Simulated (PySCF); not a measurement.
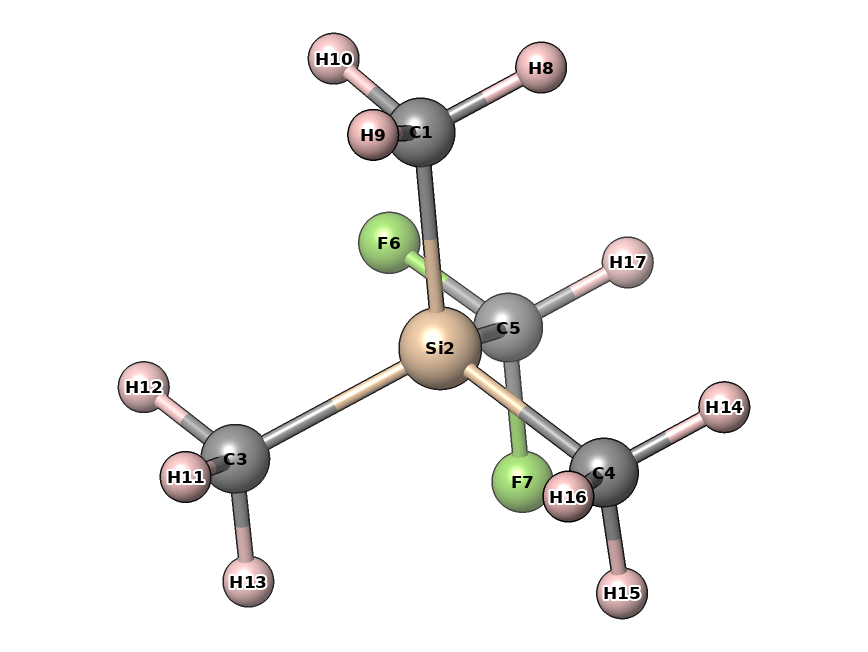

C5 lies behind Si2. The molecule seen a little off the Si2–C5 bond, Si2 in front. Depth is shown by fading: the farther an atom, the more it takes the colour of the background. Computed geometry: PBE0-D3(BJ)/def2-SVP optimisation. No frequency run is at hand to confirm it as a minimum.

What is the torsion angle C1–Si2–C5–F6? The sign is positive where the front bond must turn clockwise to cover the back bond.

−61°, synclinal (gauche). The bonds about Si2–C5 are staggered.
